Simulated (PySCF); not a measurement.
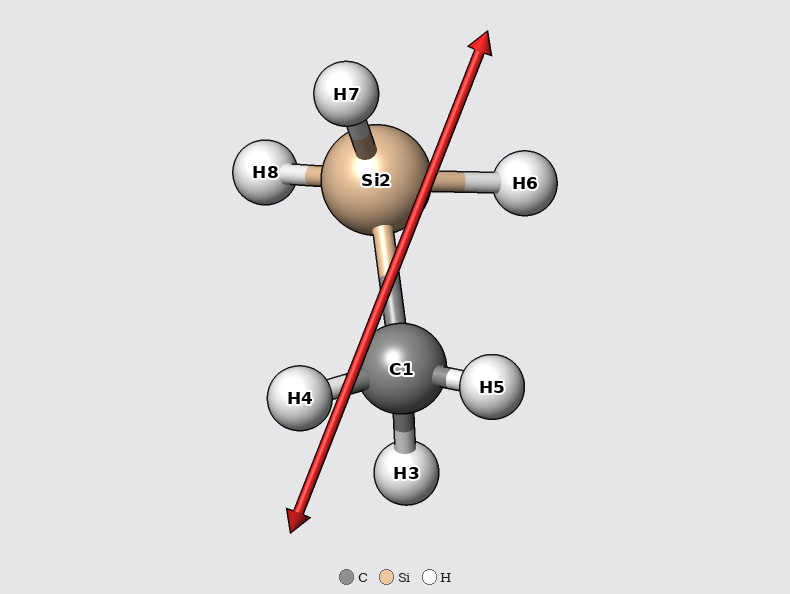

The double arrow shows the direction of the transition dipole to excited singlet state 3 (its length means nothing). Geometry: a frame of a GFN2-xTB molecular-dynamics simulation, not a minimum. Level of theory: TDDFT PBE0/def2-SVPD, vertical, gas phase, core orbitals frozen in the response (PySCF 2.14.0).

> Where does the transition lie, and how strong is it?

8.31 eV (149 nm), oscillator strength 0.038, mainly HOMO → LUMO+1 (weight 0.61); transition dipole 1.10 D.
